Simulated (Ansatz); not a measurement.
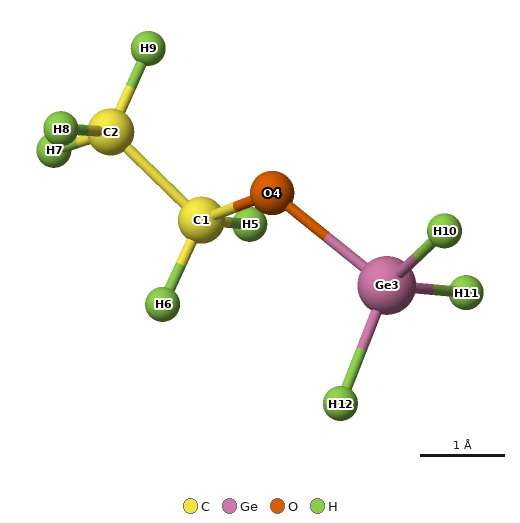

Figure 1. The structure (ball-and-stick view, seen at a tilt; atoms are numbered from 1 in the order of the input). Sticks mark near contacts. Bond lengths as drawn: C–C 1.52 Å, C–H 1.11 to 1.12 Å, C–O 1.42 Å, Ge–H 1.54 to 1.56 Å and Ge–O 1.80 Å.

## C$_{2}$H$_{8}$GeO: single-point calculation

- system: C$_{2}$H$_{8}$GeO
- method: RKS PBE-D4/def2-TZVP (Ansatz 0.2.0)

The geometry comes from this level: PBE-D4/def2-SVP. Figures and captions count atoms from 1; the log counts them from 0 in places.

**What the program printed**
```
Functional definition: PBE
  name "PBE"
  cite "Perdew, Burke & Ernzerhof, Phys. Rev. Lett. 77, 3865 (1996) doi:10.1103/PhysRevLett.77.3865"
  parent pbe
  parameter kappa = 0.804
  parameter beta = 0.06672455060314922
  exchange = pbe_x(kappa = kappa, mu = beta*pi^2/3)
  correlation = pbe_c(beta = beta)
these checks for a lower state are left out or cut short: starts
1221 factors; their error is unknown
mean field evaluation 1: about -60757.3778 eV, gradient 1.1e1 eV
mean field evaluation 2: about -60757.5042 eV, gradient 1.3e-1 eV
mean field evaluation 4: about -60757.4714 eV, gradient 3.7e-4 eV
mean field -60757.47143784 eV, -2232.7958924472 hartree, gradient 1.6e-5 eV, S^2 0.000000; 0 other end points of the search recorded, 0 dependent functions left out
the calculation of the forces begins
reference -60757.47148602 eV, -2232.7958942181 hartree; 30, 30 occupied and 159, 159 virtual orbitals, 1221 factors
Total energy: -60757.67094249 eV, -2232.8032241081 hartree
Atom 0 at    -0.545842     0.044700     0.422081 Å, force    -0.518719     0.027505    -0.055335 eV/Å
Atom 1 at    -0.376287     0.053204     1.932511 Å, force     0.098592    -0.002498     0.231399 eV/Å
Atom 2 at     0.833307    -0.083990    -1.983332 Å, force    -0.021036     0.000702    -0.036281 eV/Å
Atom 3 at     0.738050    -0.034023    -0.182608 Å, force     0.152047    -0.009248    -0.063981 eV/Å
Atom 4 at    -1.087645     0.968363     0.096063 Å, force     0.175991    -0.221151     0.074201 eV/Å
Atom 5 at    -1.187906    -0.820291     0.117782 Å, force     0.198802     0.200803     0.069823 eV/Å
Atom 6 at    -1.360195     0.116579     2.440079 Å, force     0.241500    -0.015885    -0.147148 eV/Å
Atom 7 at     0.135324    -0.870453     2.269777 Å, force    -0.143488     0.233233    -0.085144 eV/Å
Atom 8 at     0.239190     0.919462     2.247829 Å, force    -0.169922    -0.216504    -0.079673 eV/Å
Atom 9 at     2.346721    -0.162468    -2.281081 Å, force    -0.049238     0.002577     0.020709 eV/Å
Atom 10 at     0.192362     1.207115    -2.572655 Å, force     0.015331    -0.056718     0.037624 eV/Å
Atom 11 at     0.072912    -1.338209    -2.506444 Å, force     0.020138     0.057185     0.033806 eV/Å
Dipole moment:    -0.165189     0.005168    -0.109796 e Å
Checks for a lower state left out: starts
```

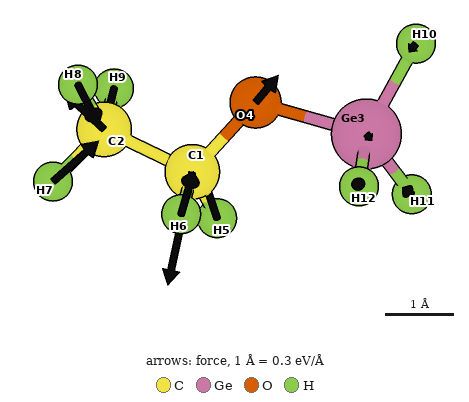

Figure 2. Forces on the atoms as black arrows (ball-and-stick view, seen at a tilt; atoms are numbered from 1 in the order of the input). The largest act on C1 (0.52 eV/Å); H5, H6, H8, H9 (0.29 eV/Å); H7 (0.28 eV/Å); C2 (0.25 eV/Å), among others. The geometry is not a stationary point of this energy.

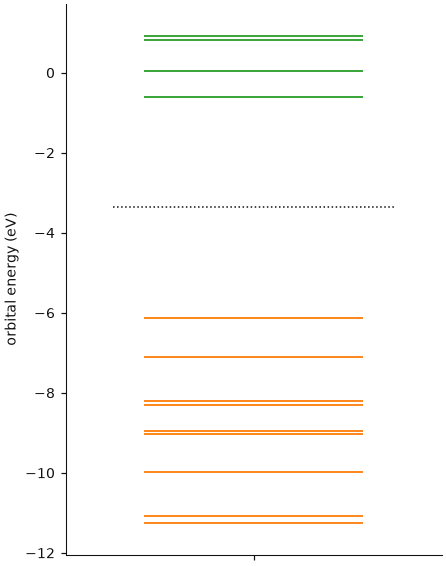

Figure 3. Orbital energies near the frontier; the dotted line parts filled from empty levels, and levels within 0.02 eV of each other stand side by side. Highest filled −6.14 eV, lowest empty −0.60 eV, 5.54 eV apart.

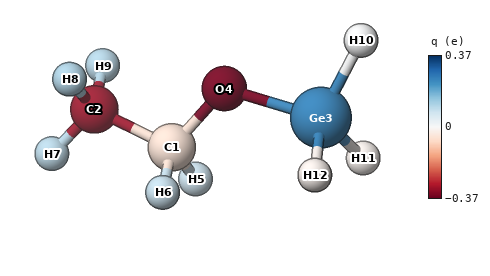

Figure 4. Mulliken charges, as the colour of each atom (ball-and-stick view, seen at a tilt; atoms are numbered from 1 in the order of the input). By element: C −0.32 to −0.05, Ge +0.25, O −0.35 and H −0.02 to +0.11 e.

This output came from the following input.

**Input**
```yaml
crystal:
  periodic: [false, false, false]
  atoms:
    - {symbol: C, position_ang: [-0.545842, 0.044700, 0.422081]}
    - {symbol: C, position_ang: [-0.376287, 0.053204, 1.932511]}
    - {symbol: Ge, position_ang: [0.833307, -0.083990, -1.983332]}
    - {symbol: O, position_ang: [0.738050, -0.034023, -0.182608]}
    - {symbol: H, position_ang: [-1.087645, 0.968363, 0.096063]}
    - {symbol: H, position_ang: [-1.187906, -0.820291, 0.117782]}
    - {symbol: H, position_ang: [-1.360195, 0.116579, 2.440079]}
    - {symbol: H, position_ang: [0.135324, -0.870453, 2.269777]}
    - {symbol: H, position_ang: [0.239190, 0.919462, 2.247829]}
    - {symbol: H, position_ang: [2.346721, -0.162468, -2.281081]}
    - {symbol: H, position_ang: [0.192362, 1.207115, -2.572655]}
    - {symbol: H, position_ang: [0.072912, -1.338209, -2.506444]}
basis:
  gaussian: {orbitals: def2-TZVP, initial_orbitals: start.molden}
hamiltonian: {xc: pbe, dispersion: d4}
scf: {omitted_lower_state_checks: [starts]}
output: {forces: true, orbitals: {seedname: orbitals}}
```

Launch command:
```bash
ansatz run in.yaml --threads 2 --pin off --events-out ev --progress --plain --max-ram 4352MiB
```

**Summary**

```tsv
quantity	value
outcome	converged
total energy	−60757.6709 eV
mean-field energy	−60757.4715 eV
dispersion energy	−0.1995 eV
SCF solution under orbital rotations	stable
HOMO	−6.14 eV
LUMO	−0.60 eV
largest force (length of the vector)	0.522 eV/Å
dipole moment	0.95 D
hardware	2 threads of Arm Neoverse V1, 23 GiB of memory available, shared host
wall time	4.1 s (CPU time 7.9 s)
peak memory	0.21 GiB
```
